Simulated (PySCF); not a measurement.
# What a change does: NMR shielding calculation on C2H6Se

System: C2H6Se.
Method of the first run: GIAO PBE0/pcSseg-1 NMR shielding, non-relativistic, gas phase (PySCF 2.14.0).

The geometry comes from this level: PBE0-D3(BJ)/def2-SVP. Text and figures count atoms from 1; the logs count them from 0 in places.

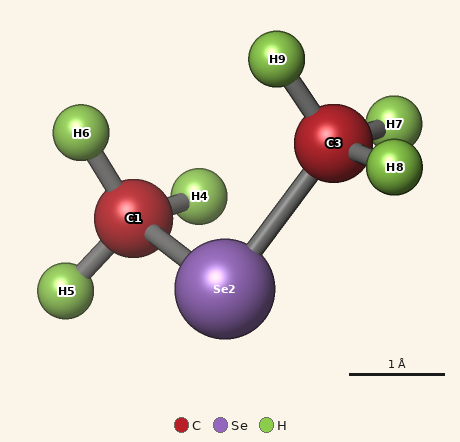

Fig. 1: The structure as given in the input (ball-and-stick view, seen at a tilt; atoms are numbered from 1 in the order of the input).

### The input, the first run
```
{"job": {"kind": "nmr", "xc": "PBE0", "basis": "pcSseg-1", "pop": false}, "charge": 0, "multiplicity": 1}
C      1.449745     0.081852     0.137935
Se     0.053553     0.614432    -1.099292
C     -1.443178    -0.069653    -0.071486
H      1.456931    -1.008997     0.272218
H      2.407881     0.393476    -0.300016
H      1.322323     0.580235     1.109218
H     -1.359403    -1.157235     0.063235
H     -2.356027     0.150273    -0.641709
H     -1.504716     0.427607     0.906766
```

The first line tells a small driver script what to run in PySCF; the rest is the geometry in Å.

Hardware: 1 CPU thread, shared host.

### Output (the first run)
```
coarse grid: 8344 points
cycle   1  E = -2480.6879089442  dE = -1.017e+00  |g| = 6.847e-01  |ddm| = 2.637e+00
cycle   2  E = -2480.6903079580  dE = -2.399e-03  |g| = 4.431e-01  |ddm| = 4.127e-01
cycle   3  E = -2480.7084563028  dE = -1.815e-02  |g| = 1.300e-01  |ddm| = 3.035e-01
cycle   4  E = -2480.7119848543  dE = -3.529e-03  |g| = 2.560e-02  |ddm| = 1.357e-01
cycle   5  E = -2480.7121761080  dE = -1.913e-04  |g| = 1.785e-03  |ddm| = 2.688e-02
cycle   6  E = -2480.7121765894  dE = -4.813e-07  |g| = 6.812e-04  |ddm| = 2.706e-03
final grid: 67728 points
cycle   7  E = -2480.7187601228  dE = -9.100e-06  |g| = 6.066e-03  |ddm| = 1.281e-02
cycle   8  E = -2480.7187534728  dE =  6.650e-06  |g| = 7.911e-03  |ddm| = 9.853e-03
cycle   9  E = -2480.7187695059  dE = -1.603e-05  |g| = 5.648e-04  |ddm| = 6.030e-03
cycle  10  E = -2480.7187695567  dE = -5.083e-08  |g| = 7.372e-05  |ddm| = 5.993e-04
cycle  11  E = -2480.7187695571  dE = -4.238e-10  |g| = 2.464e-05  |ddm| = 7.019e-05
converged SCF energy = -2480.7187695571

GIAO shielding tensors (ppm)
atom      isotropic    diamagn.    paramagn.     s11        s22        s33       span
  0 C      168.451     247.552     -79.101    152.356    166.515    186.482     34.125
  1 Se    1769.711    2997.485   -1227.774   1531.158   1538.522   2239.455    708.297
  2 C      168.437     247.567     -79.129    152.332    166.512    186.468     34.136
  3 H       29.417      29.495      -0.078     23.632     26.945     37.675     14.044
  4 H       29.723      28.438       1.285     24.140     26.328     38.701     14.561
  5 H       29.399      29.454      -0.055     23.594     26.931     37.672     14.078
  6 H       29.411      29.496      -0.085     23.617     26.943     37.672     14.055
  7 H       29.723      28.451       1.273     24.140     26.329     38.701     14.560
  8 H       29.404      29.469      -0.064     23.608     26.935     37.670     14.062
```

For the second run the input was changed thus:
```diff
-"xc": "PBE0"
+"xc": "KT2"
```

How does the second run compare with the first run?

The total energies belong to different methods, so their difference says nothing on which is more stable or more accurate. The HOMO goes from −5.98 to −4.85 eV. The LUMO goes from 0.63 to −0.43 eV. The dipole moment goes from 1.50 to 1.42 D. Of all shieldings, the largest change is that of Se2, by −48.4 ppm. The functional changes from PBE0 to KT2. Exact exchange removes part of the self-interaction error of semilocal functionals, which pushes filled and empty levels apart. The SCF takes 12 iterations against 11.

### Output (the second run)
```
coarse grid: 8344 points
cycle   1  E = -2491.8195092950  dE = -9.874e-01  |g| = 5.428e-01  |ddm| = 2.632e+00
cycle   2  E = -2491.7763514273  dE =  4.316e-02  |g| = 5.534e-01  |ddm| = 7.601e-01
cycle   3  E = -2491.8466717010  dE = -7.032e-02  |g| = 1.924e-01  |ddm| = 5.892e-01
cycle   4  E = -2491.8567079993  dE = -1.004e-02  |g| = 4.072e-02  |ddm| = 2.434e-01
cycle   5  E = -2491.8572434131  dE = -5.354e-04  |g| = 9.335e-03  |ddm| = 7.042e-02
cycle   6  E = -2491.8572509041  dE = -7.491e-06  |g| = 1.239e-03  |ddm| = 6.128e-03
final grid: 67728 points
cycle   7  E = -2491.8355595752  dE = -3.687e-05  |g| = 1.254e-02  |ddm| = 2.019e-02
cycle   8  E = -2491.8354811518  dE =  7.842e-05  |g| = 2.141e-02  |ddm| = 2.723e-02
cycle   9  E = -2491.8355952236  dE = -1.141e-04  |g| = 1.264e-03  |ddm| = 1.933e-02
cycle  10  E = -2491.8355957692  dE = -5.456e-07  |g| = 1.715e-04  |ddm| = 1.971e-03
cycle  11  E = -2491.8355957778  dE = -8.579e-09  |g| = 4.970e-05  |ddm| = 2.366e-04
cycle  12  E = -2491.8355957782  dE = -3.829e-10  |g| = 6.875e-06  |ddm| = 4.876e-05
converged SCF energy = -2491.8355957782

GIAO shielding tensors (ppm)
atom      isotropic    diamagn.    paramagn.     s11        s22        s33       span
  0 C      166.544     248.437     -81.893    150.573    163.666    185.394     34.821
  1 Se    1721.328    3001.432   -1280.104   1499.739   1502.926   2161.318    661.579
  2 C      166.530     248.450     -81.920    150.548    163.664    185.378     34.830
  3 H       29.264      29.813      -0.549     23.563     26.862     37.368     13.804
  4 H       29.583      28.480       1.102     24.217     26.305     38.225     14.008
  5 H       29.245      29.764      -0.518     23.521     26.850     37.365     13.844
  6 H       29.257      29.813      -0.556     23.547     26.861     37.365     13.818
  7 H       29.583      28.494       1.089     24.218     26.306     38.226     14.008
  8 H       29.251      29.779      -0.528     23.537     26.852     37.363     13.826
```

### The two runs side by side

| quantity | the first run | the second run |
| --- | --- | --- |
| outcome | converged | converged |
| total energy (hartree) | −2480.718770 | −2491.835596 |
| HOMO (eV) | −5.98 | −4.85 |
| LUMO (eV) | 0.63 | −0.43 |
| dipole moment (D) | 1.50 | 1.42 |
| shielding of C1 (ppm) | 168.5 | 166.5 |
| shielding of Se2 (ppm) | 1769.7 | 1721.3 |
| shielding of C3 (ppm) | 168.4 | 166.5 |
| shielding of H4 (ppm) | 29.4 | 29.3 |
| shielding of H6 (ppm) | 29.4 | 29.2 |
| shielding of H7 (ppm) | 29.4 | 29.3 |
| shielding of H9 (ppm) | 29.4 | 29.3 |
| SCF iterations | 11 | 12 |
| basis functions | 105 | 105 |
| wall time (shared host) | 6.5 s | 6.5 s |

For both runs: Spin–orbit coupling is left out, which matters for the heavy atoms.
